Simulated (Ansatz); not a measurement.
Three curves of one kind of scan: energy against volume (even scaling of the relaxed cell, symmetry kept). Computed with r2SCAN (plane waves to 500 eV, PAW, scalar-relativistic; Ansatz, a program for electronic structure). Each is measured from its own zero (the relaxed starting cell). 

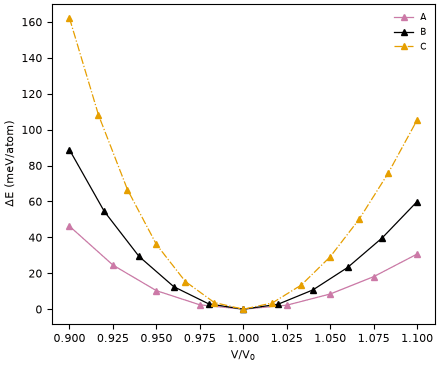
Figure: Curves A, B and C.

Task: Match the curves to these crystals:
- Ni (fcc, Cu type), a = 3.4782 Å, b = 3.4782 Å, c = 3.4782 Å, α = 90.00°, β = 90.00°, γ = 90.00°
- CuI (zinc blende), a = 6.023 Å, b = 6.023 Å, c = 6.023 Å, α = 90.00°, β = 90.00°, γ = 90.00°
- Pt (fcc, Cu type), a = b = c = 3.940 Å, α = β = γ = 90.00°

Result: A is CuI; B is Ni; C is Pt.

All were relaxed with their symmetry unable to fall. CuI is run without spin polarisation. Pt is run without spin polarisation. Relaxed Ni ends ferromagnetic. Spin-orbit coupling is left out. Other magnetic orders were not checked, so this need not be the ground state. (This holds for the magnetic or f-shell members.)

(Under strain, the slope of the energy per volume gives the stress and its curvature an elastic modulus.)
